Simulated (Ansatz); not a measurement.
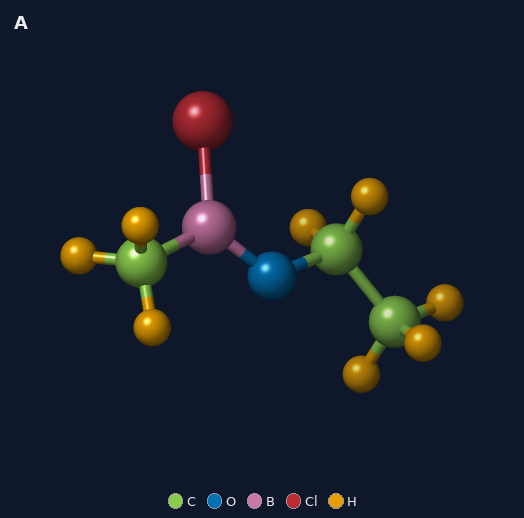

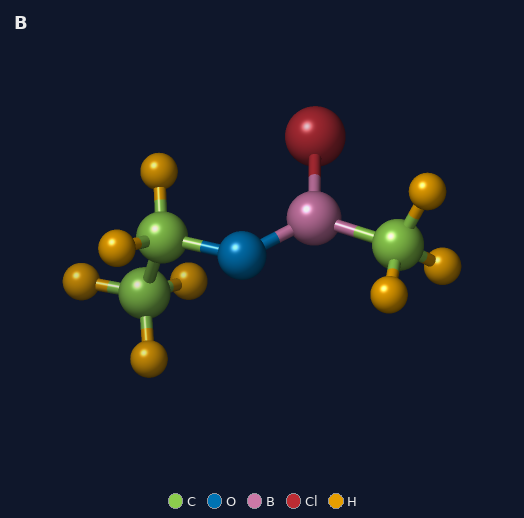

2 stationary structures of one formula. Geometries: PBE0-D4/def2-TZVP. Electronic energies: RHF-MP2 (frozen core)/def2-QZVPP (Ansatz 0.2.0), without zero-point energy. No frequency run is at hand to confirm each as a minimum.

Are they conformers, stereoisomers or constitutional isomers?

They are conformers of C3H8BClO: `CCOB(C)Cl`.

Which structure is the most stable?

B is lowest; A lies 0.9 kJ/mol above it.

Give E(B) − E(A) in kJ/mol at these levels too: RHF-MP2 (frozen core)/def2-QZVPP; r2SCAN-D4/def2-TZVPP; ωB97M-V/def2-TZVPP; PBE0-D4/def2-TZVP; B3LYP-D4/def2-TZVPP; CCSD(T)/CBS (MP2 limit from def2-TZVPP and def2-QZVPP plus CCSD(T) − MP2); PBE-D4/def2-TZVPP; B2PLYP (frozen core)/def2-TZVPP.

```
                                                                    level  E(B) − E(A) (kJ/mol)
                                         RHF-MP2 (frozen core)/def2-QZVPP                  −0.9
                                                     r2SCAN-D4/def2-TZVPP                  −0.4
                                                       ωB97M-V/def2-TZVPP                  −0.4
                                                        PBE0-D4/def2-TZVP                  −0.7
                                                      B3LYP-D4/def2-TZVPP                  −0.9
CCSD(T)/CBS (MP2 limit from def2-TZVPP and def2-QZVPP plus CCSD(T) − MP2)                  −0.5
                                                        PBE-D4/def2-TZVPP                  −1.1
                                          B2PLYP (frozen core)/def2-TZVPP                  +0.2
```
